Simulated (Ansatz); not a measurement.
Ge₂H: single-point calculation (part 1 of 2)

Ge₂H (slab, 3 atoms in the cell), computed with DFT PBE+D3(BJ), scalar-relativistic, plane waves, PAW, PAW set soft_1, spin-polarised (Ansatz 0.2.0).

Figures and captions count atoms from 1; the log counts them from 0 in places.

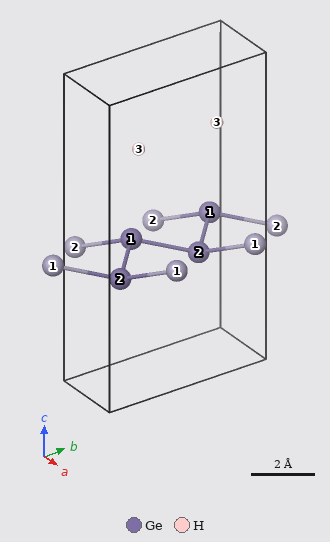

*The structure as given in the input (ball-and-stick view of the 1 × 2 repeat of the cell, with the vacuum cut short, seen slightly off an axis; neighbours outside the cell are drawn fainter; atoms are numbered from 1 in the order of the input). An atom can appear more than once, as a periodic image.*

**Input**
```yaml
crystal:
  lattice:
    - [4.0226895335, 0.0, 0.0]
    - [-2.0113447668, 3.4837513276, 0.0]
    - [0.0, 0.0, 17.6842610211]
  atoms:
    - { symbol: Ge, position: [0.3333333333, 0.6666666667, 0.2648830514] }
    - { symbol: Ge, position: [0.6666666667, 0.3333333333, 0.2261898303] }
    - { symbol: H, position: [1.1111111111, -0.1111111111, 0.4102100174], spin: 1.0 }
basis:
  ecutwfc: 420
kpoints:
  mp_grid: { grid: [9, 9, 1] }
hamiltonian:
  xc: pbe
  pseudopotentials: { kind: paw, azcp: { folder: soft_1 } }
  dispersion: d3bj
scf:
  occupations: { method: gaussian, width: 0.1 }
output:
  forces: true
  eigenvalues: true
  populations: true
  write_density: true
  write_potential: true
  elf: true
  volumetric_format: npy
magnetization:
  spin_polarized: true
efield:
  axis: 3
  dipole_correction: true
  ramp_width: 0.04
```

Hardware: 1 thread of Intel Xeon @ 2.50GHz (Skylake/Cascade Lake), 189 GiB of memory available, shared host.

Command:
```bash
ansatz run input.yaml --threads 1 --pin off --max-ram 3072MiB --backend cpu --events-out ev --progress --plain --runs-dir out
```

**The program's output**
```
Engine: ansatz 0.2.0, x86_64-unknown-linux-gnu
Pseudopotentials: kind: paw
Pseudopotential: Ge, paw, valence charge 14, recommended cutoff 420 eV (normal), [file]
Pseudopotential: H, paw, valence charge 1, recommended cutoff 420 eV (normal), [file]
Functional definition: PBE
  parameter kappa = 0.804
  parameter beta = 0.06672455060314922
  exchange = pbe_x(kappa = kappa, mu = beta*pi^2/3)
  correlation = pbe_c(beta = beta)
Crystal: 3 atoms, lattice volume = 247.828 Å³
Basis set: ecut = 420 eV, 4895 PW (Γ), exchange–correlation on 54×54×240 points (8 copies of the dense FFT grid, shifted against one another)
Bands: 19, of which v1, the nominal top of the filled ones, is band 15 counted from 1 (14 counted from 0)
Symmetry: 2 space group operations
k-points: 25 of 81 (time reversal used)
Non-local potential: Ge, projectors of the file, l = 0: 2, l = 1: 2, l = 2: 3, l = 3: 1
Non-local potential: H, projectors of the file, l = 0: 2, l = 1: 1
PAW form: soft (Blöchl's): semilocal exchange-correlation on the pseudo side does not see the compensation charge
PAW one-centre angular grid: Ge, 590 points (default); XC on 64 Gauss nodes
PAW one-centre angular grid: H, 110 points (default); XC on 64 Gauss nodes
Starting moments: Σ|m| = 1 μB on 1 of 3 sites
Initial wavefunctions: pseudopotential atomic-orbital guess
Functional: x = pbe(κ = 0.804, μ = 0.2195149727645171), c = pbe(β = 0.06672455060314922)
iter 1 solved again at ethr=1.82e-3 eV; its pass at ethr=3.10e-3 eV (dr2=5.27e-1 eV) is discarded
SCF iter   1: F=—  HF=-8603.150274 eV  |F-HF|=—  |Δ(HF+E_count)|=         —  Δρ=7.39e-3 (↑7.39e-3 ↓6.86e-3)  dr2=5.30e-1  dr2_m=5.06e-3  M=0.978 μB ∫|m|=1.007 μB  β_m=1.00  ethr=1.82e-3  p=-0.000 e·Å  D=-1.12e-6 V/Å  ΔV_dip=0.00 eV  dr2_dipole=1.54e-4  V_vac-E_F(+/−)=5.58/5.58 eV  ⟨swp⟩=1.0  Hψ=6600  notcnv=0
efield: sawtooth ramp at fractional position 0.7982 (placed from the atoms, in the widest stretch of the axis that holds none; the zero of the levels goes with the place), width 0.0400; the density the first Hamiltonian is built on has a dipole p = -0.000 e·Å; the dipole correction subtracts the counter field D = -1.12e-6 V/Å, which shifts the + side's vacuum level by +0.00 eV against the − side's; the planar-averaged density in the ramp window peaks in size at 1.5e-6 e/Å³
preconditioner: auto → LDOS  [metal: Δε(μ)=0.006 eV  Ē_g=8.435 eV  σ=0.100 eV  W_gap=0.04  n_scr=28 (ndim 8)  ℏωp=7.1 eV  f_vac=0.656  D(μ)=0.35/eV (n_scr^D=2)]
spin=Collinear: LDOS preconditioning applied to the charge; magnetization (m = ρ↑ − ρ↓) channel mixes plain (no charge-response kernel on spin).
SCF iter   2: F=—  HF=-8603.075033 eV  |F-HF|=—  |Δ(HF+E_count)|=   7.52e-2  Δρ=5.00e-3 (↑5.00e-3 ↓4.67e-3)  dr2=2.23e-1  dr2_m=1.79e-3  M=0.985 μB ∫|m|=1.043 μB  β_m=1.00  ethr=1.82e-3  p=-0.002 e·Å  D=-1.26e-3 V/Å  ΔV_dip=0.02 eV  dr2_dipole=2.11e-4  V_vac-E_F(+/−)=5.22/5.20 eV  ⟨swp⟩=2.7  Hψ=1376  notcnv=0  defer=4  κ⁻¹=1.0e0(r=1)
SCF iter   3: F=—  HF=-8603.034935 eV  |F-HF|=—  |Δ(HF+E_count)|=   4.01e-2  Δρ=1.09e-3 (↑1.09e-3 ↓9.82e-4)  dr2=6.45e-3  dr2_m=1.64e-4  M=0.989 μB ∫|m|=1.069 μB  β_m=1.00  ethr=7.68e-4  p=-0.011 e·Å  D=-7.67e-3 V/Å  ΔV_dip=0.14 eV  dr2_dipole=7.36e-5  V_vac-E_F(+/−)=4.65/4.51 eV  ⟨swp⟩=3.6  Hψ=1842  notcnv=0  defer=6  κ⁻¹=1.7e-3(r=2)
SCF iter   4: F=—  HF=-8603.037137 eV  |F-HF|=—  |Δ(HF+E_count)|=   2.20e-3  Δρ=4.27e-4 (↑4.27e-4 ↓4.15e-4)  dr2=1.27e-3  dr2_m=5.57e-5  M=0.992 μB ∫|m|=1.087 μB  β_m=1.00  ethr=2.22e-5  p=-0.019 e·Å  D=-1.35e-2 V/Å  ΔV_dip=0.24 eV  dr2_dipole=6.34e-7  V_vac-E_F(+/−)=4.77/4.53 eV  ⟨swp⟩=3.0  Hψ=2070  notcnv=0  defer=20  κ⁻¹=3.0e-4(r=3)
SCF iter   5: F=—  HF=-8603.038070 eV  |F-HF|=—  |Δ(HF+E_count)|=   9.33e-4  Δρ=1.88e-4 (↑1.88e-4 ↓1.68e-4)  dr2=1.41e-4  dr2_m=2.15e-5  M=0.993 μB ∫|m|=1.098 μB  β_m=0.30  ethr=4.38e-6  p=-0.020 e·Å  D=-1.44e-2 V/Å  ΔV_dip=0.25 eV  dr2_dipole=3.14e-6  V_vac-E_F(+/−)=4.73/4.47 eV  ⟨swp⟩=2.0  Hψ=1223  notcnv=0  defer=20  κ⁻¹=8.7e-5(r=4)
SCF iter   6: F=—  HF=-8603.038443 eV  |F-HF|=—  |Δ(HF+E_count)|=   3.73e-4  Δρ=9.13e-5 (↑9.13e-5 ↓8.62e-5)  dr2=2.72e-5  dr2_m=1.47e-5  M=0.994 μB ∫|m|=1.100 μB  β_m=0.30  ethr=4.87e-7  p=-0.021 e·Å  D=-1.56e-2 V/Å  ΔV_dip=0.28 eV  dr2_dipole=3.44e-7  V_vac-E_F(+/−)=4.76/4.48 eV  ⟨swp⟩=2.0  Hψ=1188  notcnv=0  defer=20  κ⁻¹=3.8e-5(r=5)
SCF iter   7: F=—  HF=-8603.038547 eV  |F-HF|=—  |Δ(HF+E_count)|=   1.04e-4  Δρ=7.22e-5 (↑7.22e-5 ↓6.90e-5)  dr2=1.75e-6  dr2_m=1.08e-5  M=0.994 μB ∫|m|=1.101 μB  β_m=1.20  ethr=9.38e-8  p=-0.021 e·Å  D=-1.56e-2 V/Å  ΔV_dip=0.28 eV  dr2_dipole=2.15e-9  V_vac-E_F(+/−)=4.75/4.48 eV  ⟨swp⟩=2.0  Hψ=1182  notcnv=0  defer=20
Mixer restart at iter 7: flushing history
spin-set hold released at iteration 7 (site moments contracting): the magnetisation degrees of freedom join the quasi-Newton model from the next iteration; the mixer history was flushed
SCF iter   8: F=—  HF=-8603.038648 eV  |F-HF|=—  |Δ(HF+E_count)|=   1.01e-4  Δρ=3.91e-5 (↑3.91e-5 ↓3.71e-5)  dr2=1.83e-6  dr2_m=3.01e-6  M=0.994 μB ∫|m|=1.107 μB  β_m=0.52  ethr=6.04e-9  p=-0.021 e·Å  D=-1.56e-2 V/Å  ΔV_dip=0.28 eV  dr2_dipole=3.12e-7  V_vac-E_F(+/−)=4.75/4.48 eV  ⟨swp⟩=3.0  Hψ=1881  notcnv=0  defer=20
density mixer auto → msr1: a metal under ldos (density of states about μ 0.33 of a free-electron gas's, 28 screened modes)
SCF iter   9: F=—  HF=-8603.038676 eV  |F-HF|=—  |Δ(HF+E_count)|=   2.86e-5  Δρ=1.12e-5 (↑8.28e-6 ↓1.12e-5)  dr2=1.29e-6  dr2_m=1.10e-7  M=0.995 μB ∫|m|=1.114 μB  β_m=0.60  ethr=6.04e-9  p=-0.022 e·Å  D=-1.61e-2 V/Å  ΔV_dip=0.28 eV  dr2_dipole=1.40e-7  V_vac-E_F(+/−)=4.76/4.47 eV  ⟨swp⟩=3.0  Hψ=1884  notcnv=0  defer=20
SCF iter  10: F=—  HF=-8603.038676 eV  |F-HF|=—  |Δ(HF+E_count)|=   1.21e-7  Δρ=9.36e-6 (↑9.36e-6 ↓7.19e-6)  dr2=4.61e-7  dr2_m=1.32e-7  M=0.995 μB ∫|m|=1.114 μB  β_m=0.62  ethr=4.45e-9  p=-0.022 e·Å  D=-1.60e-2 V/Å  ΔV_dip=0.28 eV  dr2_dipole=7.97e-8  V_vac-E_F(+/−)=4.76/4.48 eV  ⟨swp⟩=2.5  Hψ=1419  notcnv=0  defer=20
SCF iter  11: F=—  HF=-8603.038678 eV  |F-HF|=—  |Δ(HF+E_count)|=   1.31e-6  Δρ=3.34e-6 (↑2.44e-6 ↓3.34e-6)  dr2=2.48e-8  dr2_m=1.72e-8  M=0.995 μB ∫|m|=1.112 μB  β_m=0.70  ethr=3.45e-10  p=-0.022 e·Å  D=-1.60e-2 V/Å  ΔV_dip=0.28 eV  dr2_dipole=5.41e-9  V_vac-E_F(+/−)=4.76/4.48 eV  ⟨swp⟩=10.2  Hψ=7135  notcnv=0
iter 12 met the thresholds in force, and the SCF goes on: an eigenvalue changes by 1.03 meV, over its tolerance of 0.50 meV (output.eigenvalues, Limitations)
SCF iter  12: F=-8603.038678 eV  HF=-8603.038678 eV  |F-HF|=7.94e-9  |Δ(HF+E_count)|=   2.01e-7  Δρ=7.84e-7 (↑7.83e-7 ↓7.84e-7)  dr2=3.91e-9  dr2_m=8.45e-10  M=0.995 μB ∫|m|=1.112 μB  β_m=0.66  ethr=8.54e-11  p=-0.022 e·Å  D=-1.59e-2 V/Å  ΔV_dip=0.28 eV  dr2_dipole=1.79e-10  V_vac-E_F(+/−)=4.76/4.48 eV  ⟨swp⟩=10.4  Hψ=6170  notcnv=0
SCF iter  13: F=-8603.038678 eV  HF=-8603.038678 eV  |F-HF|=3.49e-9  |Δ(HF+E_count)|=   1.08e-8  Δρ=2.68e-7 (↑2.68e-7 ↓2.61e-7)  dr2=3.80e-10  dr2_m=1.02e-10  M=0.995 μB ∫|m|=1.112 μB  ethr=1.35e-11  p=-0.022 e·Å  D=-1.59e-2 V/Å  ΔV_dip=0.28 eV  dr2_dipole=2.91e-11  V_vac-E_F(+/−)=4.76/4.48 eV  ⟨swp⟩=5.4  Hψ=5168  notcnv=0
SCF 1 converged in 13 iterations: F = -8603.038678 eV  dr2 = 3.80e-10
  greatest PAW one-centre occupation: 0.998 electrons in one spin orbital (limit 2), on the Ge atom at site 0 (counted from 0), in its partial waves of l = 2
```

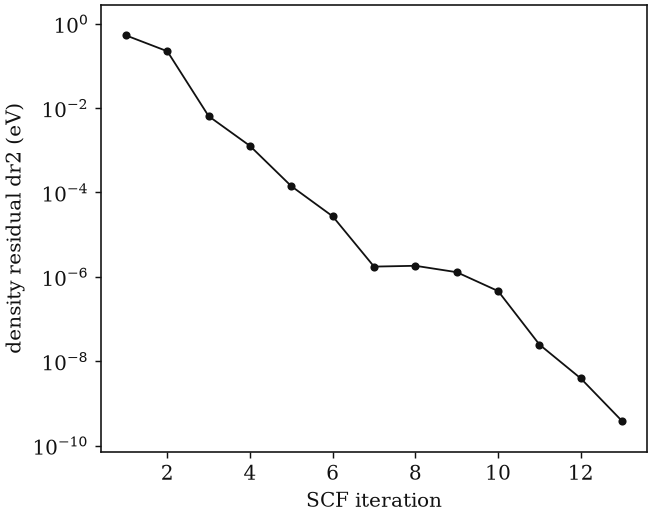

*Convergence of the self-consistent field: density residual dr2 against the SCF iteration.*

The residual falls almost steadily, with no more than small rises.

```
WARN: The output density's exchange-correlation potential varies sharply where the density is thin. Do not read a vacuum level from v_tot or v_xc, or from such a field of the output density. On a cell that repeats whose density bears no net charge and no dipole along the vacuum's axis use v_es (v_loc + v_h of the components); under efield.dipole_correction with no amplitude use v_es + v_field, which holds any external_charges[].barrier, or the levels of the report's work_function block, which leave it out; under a non-zero efield.amplitude the vacuum is tilted and has no level; on a cell that repeats and bears such a dipole with no correction it is tilted too, and efield.dipole_correction with no amplitude gives each side of its ramp a level where efield: is served; in a cell that repeats whose density bears a net charge (total_charge, or a fill off its count) it is curved and has none; of a slab under crystal.periodic whose density bears no net charge use v_es, which has a level on each side, short of where the two are joined; of another it falls or rises all the way out and has none; of a slab beside external_charges read slab_vacuum_level instead, which it has where they leave it neutral. The grid or the basis barely resolves most such structure, and the values can differ between equally converged runs; as a rule a tighter scf.convergence.dr2_threshold does not remove it. Where the density itself ripples (under the LDA too) a higher basis.ecutwfc lessens it. The files hold the spikes' plane waves up to the density's cutoff. Files: v_tot_of_output_density and the like, and their columns of v_z.tsv (output.write_potential); v_xc_of_output_density and the like, and their columns of v_comp_z.tsv (output.write_potential_components). Measured: with its Gaussian average of σ = 0.25 Å subtracted twice, the exchange-correlation potential is over 0.1 eV at 701 of the grid points where the equally averaged density (valence and model cores) is under 1e-3 e/Å³, and 1.56 eV at the most among them, at an averaged density of 1.0e-3 e/Å³. The input density's (outcome.potential() and, of a run that writes arrays, v_tot and v_xc) is over 0.1 eV, so measured, at 696 points of its own thin density, 1.56 eV at the most. See output.write_potential in the manual, Limitations
SCF converged after 13 iterations
an eigenvalue changed by more than its tolerance at an iteration that met the thresholds in force, so the SCF went on 1 time: the last check found none over its tolerance
Magnetization: 0.9950 μB (14.9975 up, 14.0025 down)
Absolute magnetization: 1.1131 μB (∫|ρ↑−ρ↓|, with the PAW one-centre terms)
```
